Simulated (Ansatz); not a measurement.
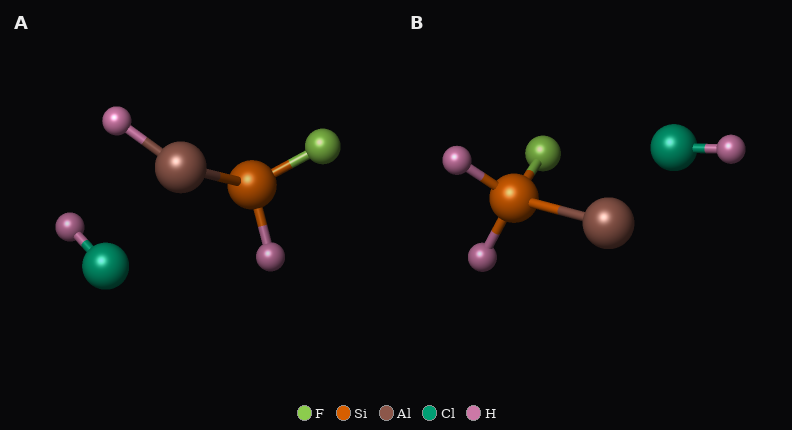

2 stationary structures of one formula. Geometries: PBE-D4/def2-SVP. Electronic energies: PBE-D4/def2-SVP (Ansatz 0.2.0), without zero-point energy. No frequency run is at hand to confirm each as a minimum. Each is one conformer, not always the lowest.

> Rank them by energy, lowest first.

B is lowest (Cs); A lies 56.8 kJ/mol above it (C1).
